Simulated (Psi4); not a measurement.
**UBP86/6-31G(d) (Cholesky decomposition, spherical functions, cholesky tolerance 1e-05, sweep point 7) run of SF (Monosulfur monofluoride)**

Aim: the vertical electron affinity of SF (Monosulfur monofluoride) at UBP86/6-31G* (Cholesky decomposition, spherical functions, cholesky tolerance 1e-05, sweep point 7), from 2 runs. 

The results are computed with Psi4 1.11.

### Step 1. The structure to begin with

SF: 2 atoms, total charge 0, spin state doublet. SMILES: `F[S]`. The coordinates come from a GFN2-xTB relaxation.

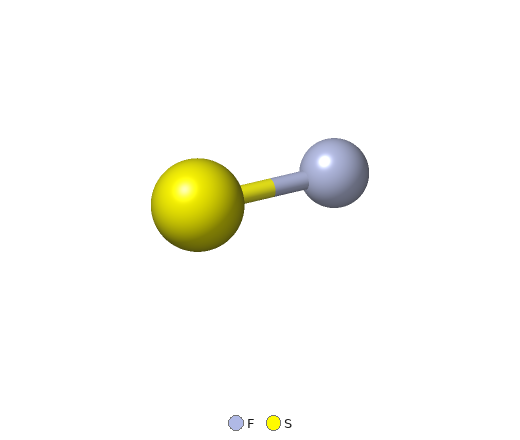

The structure, seen from a chosen angle (fluorine light blue, sulfur yellow).

### Step 2. A single-point energy at UBP86/6-31G(d) (Cholesky decomposition, spherical functions, cholesky tolerance 1e-05, sweep point 7)

Contents of job.inp:

```
memory 1600 MB

molecule {
  0 2
  F      0.000000     0.000000     0.000000
  S      0.000000     0.000000     1.626530
  symmetry c1
}

set reference uks
set puream true
set scf_type cd
set dft_radial_points 99
set dft_spherical_points 590
set cholesky_tolerance 1e-05
set maxiter 150

energy("bp86/6-31G*")
```

Run with:

```console
$ psi4 job.inp job.out -n 1
```

job.out:

```text
[...]
  Running in c1 symmetry.
[...]
  Nuclear repulsion =   46.849131793744959
[...]
  Multiplicity = 2
[...]
  Nalpha       = 13
  Nbeta        = 12
[...]
    Number of basis functions: 32
[...]
   @UKS iter   1:  -497.94890957404914   -1.90137e-01   6.78339e-03 ADIIS/DIIS
[...]
   @UKS iter   8:  -497.96841530318864   -1.09075e-08   6.88015e-07 DIIS
[...]
   @S^2 Observed:                7.515593023E-01
[...]
    Orbital Energies [Eh]
    ---------------------
    Alpha Occupied:
       1A    -88.185407     2A    -24.339656     3A     -7.756781
       4A     -5.783854     5A     -5.781407     6A     -5.763454
       7A     -1.130158     8A     -0.657701     9A     -0.449348
      10A     -0.423247    11A     -0.402384    12A     -0.260391
      13A     -0.220700
    Alpha Virtual:
      14A     -0.097424    15A      0.224454    16A      0.292832
      17A      0.313450    18A      0.315681    19A      0.597307
      20A      0.632335    21A      0.650892    22A      0.652461
      23A      0.805070    24A      1.161534    25A      1.168637
[...]
  @UKS Final Energy:  -497.96841530318864
   => Energetics <=
    Nuclear Repulsion Energy =             46.8491317937449594
    One-Electron Energy =                -781.9976437841813777
    Two-Electron Energy =                 273.3236366964865738
    DFT Exchange-Correlation Energy =     -36.1435400092388122
    Empirical Dispersion Energy =           0.0000000000000000
    VV10 Nonlocal Energy =                  0.0000000000000000
    Total Energy =                       -497.9684153031886353
[...]
 Multipole Moments:
 ------------------------------------------------------------------------------------
     Multipole            Electronic (a.u.)      Nuclear  (a.u.)        Total (a.u.)
 ------------------------------------------------------------------------------------
 L = 1.  Multiply by 2.5417464519 to convert [e a0] to [Debye]
 Dipole X            :          0.0000000            0.0000000            0.0000000
 Dipole Y            :          0.0000000            0.0000000            0.0000000
 Dipole Z            :         -0.7096934            0.9784726            0.2687792
 Magnitude           :                                                    0.2687792
[...]
```

It took 3.3 s on 1 thread of Intel Xeon Platinum 8488C (Sapphire Rapids), shared host; peak memory 0.3 GiB.

### Step 3. The singlet anion at the same level

Contents of job.inp:

```
memory 1600 MB

molecule molecule1 {
  -1 1
  F      0.000000     0.000000     0.000000
  S      0.000000     0.000000     1.626530
  symmetry c1
}

set {
  puream               true
  scf_type             cd
  dft_radial_points    99
  dft_spherical_points 590
  cholesky_tolerance   1e-05
}

result, w = energy('bp86/6-31G*', return_wfn=True)
print_variables()
```

Run with:

```console
$ psi4 job.inp job.out -n 1
```

job.out:

```text
[...]
  Running in c1 symmetry.
[...]
  Nuclear repulsion =   46.849131793744959
[...]
  Multiplicity = 1
[...]
  Nalpha       = 13
  Nbeta        = 13
[...]
    Number of basis functions: 32
[...]
   @RKS iter   1:  -497.91636397485462   -1.57591e-01   1.30041e-02 DIIS/ADIIS
[...]
   @RKS iter   8:  -498.02289497600293   -2.42608e-09   1.79171e-07 DIIS
[...]
    Orbital Energies [Eh]
    ---------------------
    Doubly Occupied:
       1A    -87.826048     2A    -24.005284     3A     -7.397044
       4A     -5.427309     5A     -5.409897     6A     -5.409897
       7A     -0.807843     8A     -0.315954     9A     -0.125208
      10A     -0.093683    11A     -0.093683    12A      0.095787
      13A      0.095787
[...]
  @RKS Final Energy:  -498.02289497600293
   => Energetics <=
    Nuclear Repulsion Energy =             46.8491317937449594
    One-Electron Energy =                -790.3693080888026543
    Two-Electron Energy =                 281.9705587444682919
    DFT Exchange-Correlation Energy =     -36.4732774254135208
    Empirical Dispersion Energy =           0.0000000000000000
    VV10 Nonlocal Energy =                  0.0000000000000000
    Total Energy =                       -498.0228949760029309
[...]
 Multipole Moments:
 ------------------------------------------------------------------------------------
     Multipole            Electronic (a.u.)      Nuclear  (a.u.)        Total (a.u.)
 ------------------------------------------------------------------------------------
 L = 1.  Multiply by 2.5417464519 to convert [e a0] to [Debye]
 Dipole X            :          0.0000000            0.0000000            0.0000000
 Dipole Y            :          0.0000000            0.0000000            0.0000000
 Dipole Z            :         -1.5068617            0.9784726           -0.5283891
 Magnitude           :                                                    0.5283891
[...]
```

It took 3.3 s on 1 thread of Intel Xeon Platinum 8488C (Sapphire Rapids), shared host; peak memory 0.3 GiB.

### Step 4. Outcome

At UBP86/6-31G* (Cholesky decomposition, spherical functions, cholesky tolerance 1e-05, sweep point 7):

| quantity | value |
| --- | --- |
| doublet SF: total energy | -497.96842 Eh |
| doublet SF: dipole moment | 0.68 D |
| doublet SF: HOMO energy (highest over α and β) | -5.71 eV |
| doublet SF: LUMO energy (lowest over α and β) | -5.54 eV |
| doublet SF: ⟨S²⟩ | 0.752 |
| singlet anion: total energy | -498.02289 Eh |
| singlet anion: HOMO energy | 2.61 eV |
| singlet anion: LUMO energy | 5.87 eV |
| singlet anion: HOMO–LUMO gap (to an unbound level, set by the basis) | 3.27 eV |
| vertical electron affinity (to the singlet anion) | 1.482 eV |

**Reading.** At fixed nuclei the extra electron is bound by 1.48 eV (143 kJ/mol). The basis has no diffuse functions, so the error can be as large as this value. The HOMO (singlet anion) lies at positive energy, 2.61 eV, as semi-local functionals often give for anions; only total energies tell whether the electron is bound.
